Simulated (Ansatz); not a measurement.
```yaml
atoms:
  - { symbol: C, position_ang: [-0.5335, -1.2347, 1.1539] }
  - { symbol: C, position_ang: [0.6655, -0.3070, 1.0082] }
  - { symbol: C, position_ang: [1.5855, -0.7493, -0.1222] }
  - { symbol: N, position_ang: [-1.6324, 2.4243, -1.8443] }
  - { symbol: O, position_ang: [0.2656, 1.0191, 0.8487] }
  - { symbol: Zn, position_ang: [-0.6828, 1.5815, -0.5506] }
  - { symbol: H, position_ang: [-0.2378, -2.2731, 1.3722] }
  - { symbol: H, position_ang: [-1.1214, -1.2441, 0.2167] }
  - { symbol: H, position_ang: [-1.1896, -0.8806, 1.9629] }
  - { symbol: H, position_ang: [1.2457, -0.3563, 1.9526] }
  - { symbol: H, position_ang: [1.0335, -0.7508, -1.0811] }
  - { symbol: H, position_ang: [1.9853, -1.7639, 0.0332] }
  - { symbol: H, position_ang: [2.4307, -0.0514, -0.2174] }
  - { symbol: H, position_ang: [-1.2140, 2.4525, -2.7711] }
  - { symbol: H, position_ang: [-2.6003, 2.1339, -1.9617] }
```

Geometry: PBE0-D4/def2-SVP.

The calculation used isolated molecule in a Gaussian basis; Kohn-Sham density functional theory, functional PBE0 in Ansatz 0.2.0.

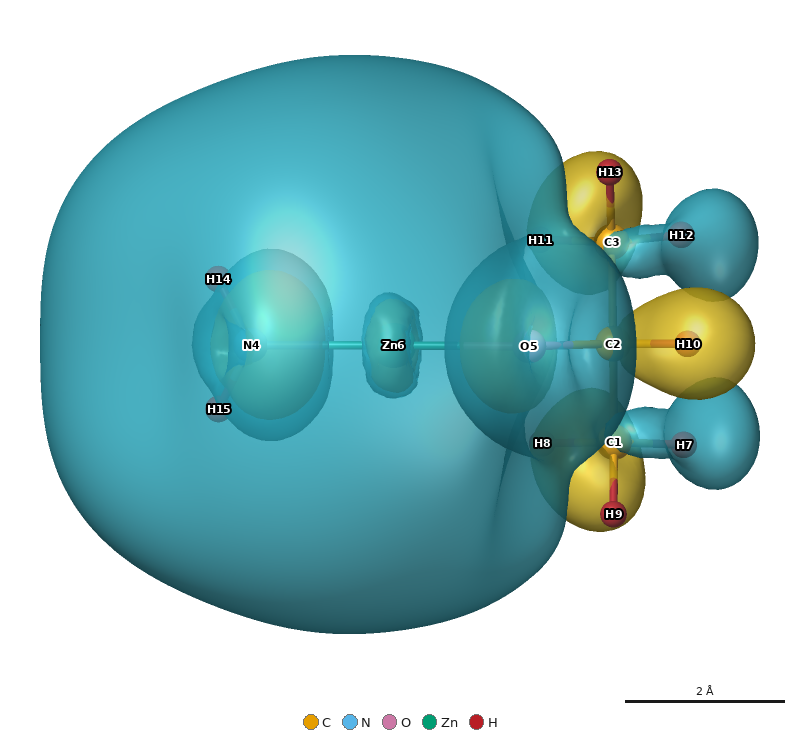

C3H9NOZn. One frontier orbital at ±0.03 Å⁻³ᐟ² (yellow and cyan are the two phases), seen across its widest extent.

Q: Which orbital is it: HOMO or LUMO?

A: The LUMO, at −0.59 eV. It lies mainly on Zn6 (about 50 %), N4 (about 10 %), H14 (about 10 %), H15 (about 10 %) and O5 (about 5 %).
